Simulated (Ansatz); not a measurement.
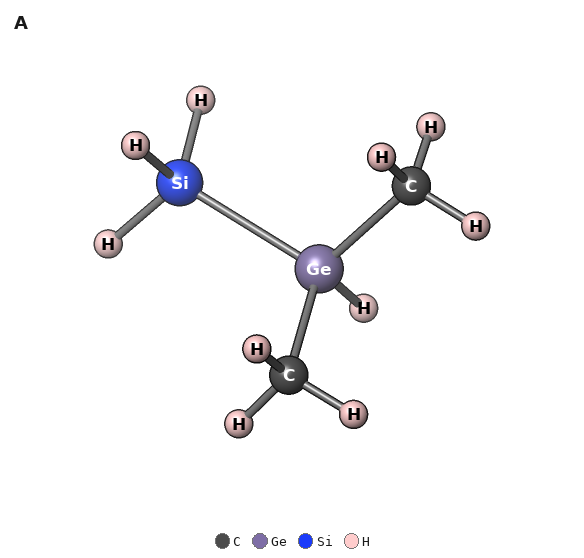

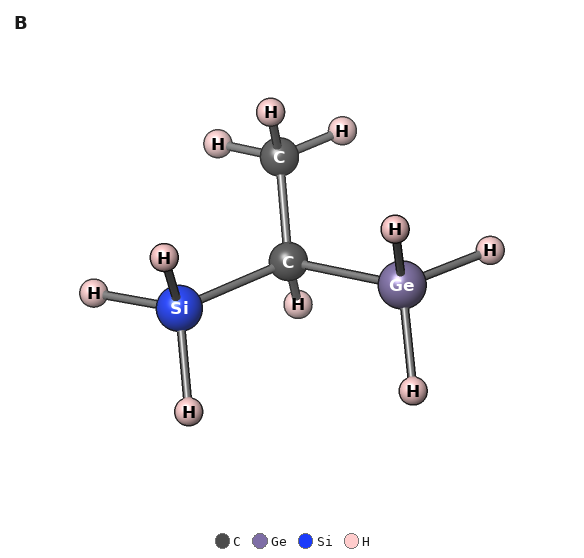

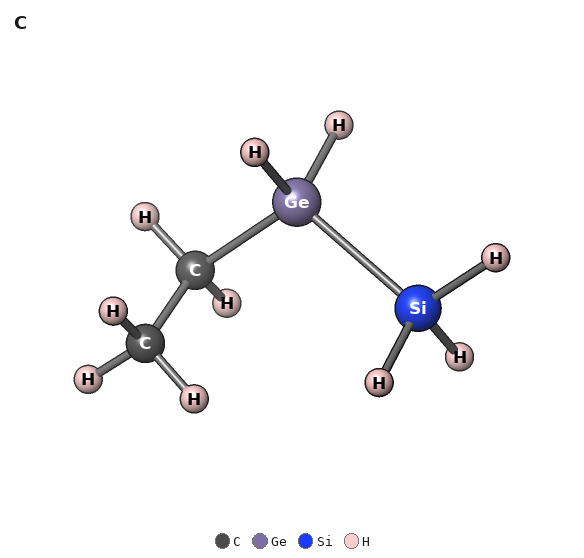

3 stationary structures of one formula. Geometries: PBE-D4/def2-SVP. Electronic energies: PBE-D4/def2-SVP (Ansatz 0.2.0), without zero-point energy. No frequency run is at hand to confirm each as a minimum. Each is one conformer, not always the lowest.

How are they related?

Answer. They are constitutional isomers of C2H10GeSi: A `[CH3][GeH]([CH3])[SiH3]`, B `C[C@H]([SiH3])[GeH3]`, C `C[CH2][GeH2][SiH3]`.

Which is lowest in energy, and by how much?

Answer. A is lowest; C lies 6.7 kcal/mol above it, B lies 13.2 kcal/mol above it.
